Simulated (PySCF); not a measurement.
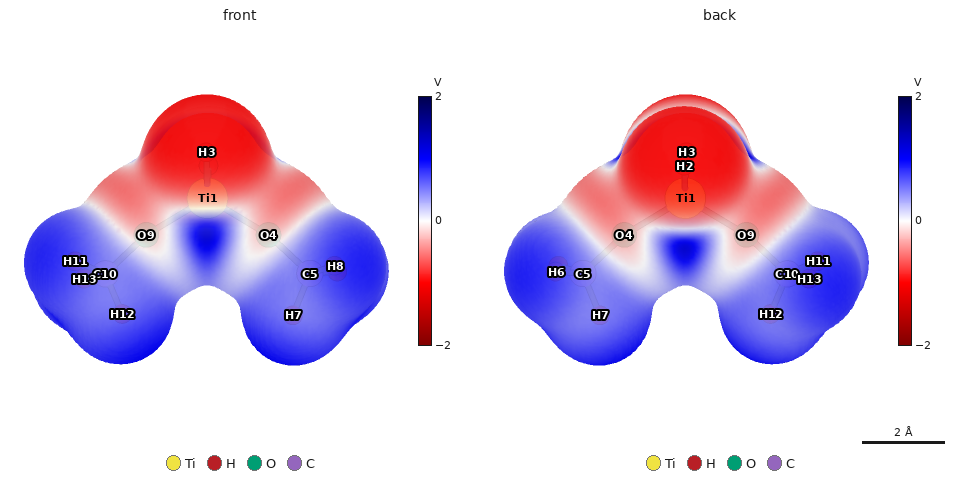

The picture shows: C2H8O2Ti (TiH2(OMe)2). The electrostatic potential painted on the density surface at 0.002 e/bohr³, seen from the front and from behind; the colour scale runs from red (negative) to blue (positive).

Geometry: PBE0-D3(BJ)/def2-SVP.

Level of theory: PBE0/def2-SVPD, SCF density, gas phase (PySCF).

```xyz
13

Ti    1.0318    0.0134    0.7171
H     1.0224    0.0587    2.4190
H     2.6226   -0.0057    0.1132
O     0.2862    1.4884    0.1659
C    -0.5020    2.4829   -0.3897
H    -0.8787    3.1577    0.3969
H    -1.3675    2.0531   -0.9227
H     0.0847    3.0815   -1.1066
O     0.2982   -1.4918    0.2396
C    -0.4801   -2.5071   -0.2922
H     0.1556   -3.2453   -0.8092
H    -1.2109   -2.1097   -1.0172
H    -1.0316   -3.0281    0.5083
```

> Where is the surface potential most negative and most positive?

The most negative region (about −1.0 V) lies over H2 and H3, the most positive (about +1.4 V) over Ti1.

> What dipole moment does the calculation give?

Its dipole moment is 3.30 D.
